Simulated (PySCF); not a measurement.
System: C$_{3}$H$_{10}$OS$_{2}$Si$_{2}$ (SMILES [SiH3]C[SiH2]OC(=S)CS).

```tsv
atom	x (Å)	y (Å)	z (Å)
Si	-3.5625	-0.4737	-0.4239
C	-1.7804	-0.0681	0.0981
Si	-0.5494	-0.0335	-1.3344
O	0.9060	0.6075	-0.8125
C	1.7895	0.0729	-0.0192
S	1.6296	-1.4105	0.6416
C	3.0111	0.8973	0.2259
S	4.2629	0.5095	-1.0593
H	-3.6156	-1.8136	-1.0054
H	-4.0011	0.5066	-1.4187
H	-4.4280	-0.4064	0.7569
H	-1.7720	0.9009	0.6005
H	-1.4574	-0.7968	0.8430
H	-0.3003	-1.3561	-1.8966
H	-0.7991	0.9920	-2.3374
H	3.4491	0.6866	1.2001
H	2.7979	1.9596	0.1105
H	4.4111	-0.7678	-0.7107
```

Geometry: GFN2-xTB.

All numbers below come from PBE0/pcSseg-1, SCF density, gas phase, non-relativistic in PySCF 2.14.0.

Question: What can the converged electron density and electron localisation function tell about the bonding?

Answer: C–O (1.30 Å): ρ at the midpoint is about 2.6 e/Å³; the ELF peaks at about 0.90 between the atoms; a short, strongly polar bond.
C–C (1.49 Å): the density is about 1.8 e/Å³ at the midpoint; the ELF peaks at about 0.95 between the atoms: a covalent bond.
C–S (1.63 Å): ρ at the midpoint is about 1.6 e/Å³; the ELF peaks at about 0.90 between the atoms: a covalent bond.
Si–O (1.67 Å): ρ at the midpoint is about 1 e/Å³; the ELF peaks at about 0.90 between the atoms, as expected for a shared but strongly polarised pair.

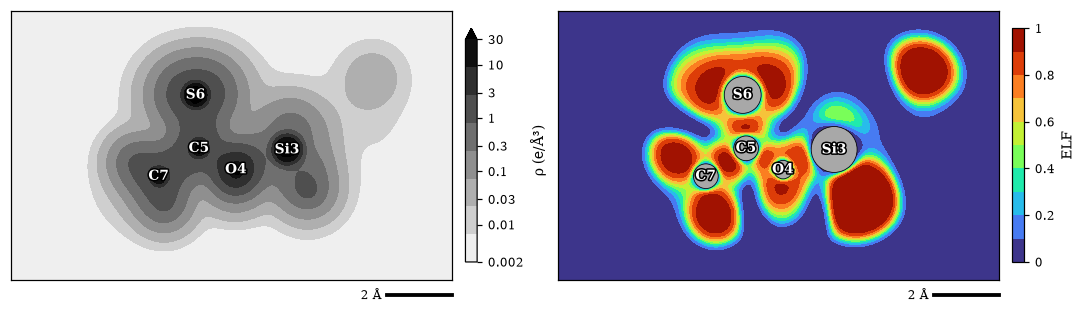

Computed electron density and electron localisation function on the plane of atoms Si3, O4 and C5, in this order. Grey discs cover the atomic cores in the ELF map. 
